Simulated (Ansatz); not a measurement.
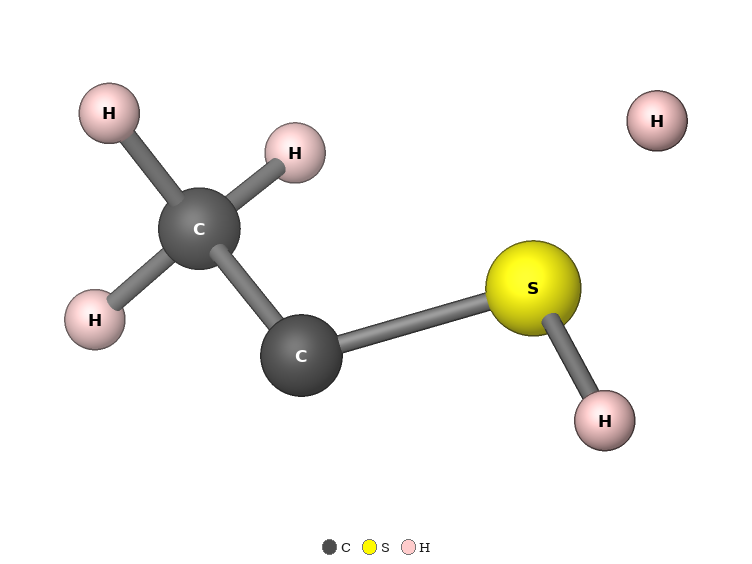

The species has charge −1 and is a spin singlet. The computed structure is the end point of a PBE0-D4/def2-TZVPD optimisation. No frequency run is at hand to confirm it as a minimum. Method: RKS PBE-D4/def2-TZVPPD (Ansatz 0.2.0).

What does the calculation give?

The species is C2H5S(-).
- dispersion correction: −16.3 kJ/mol
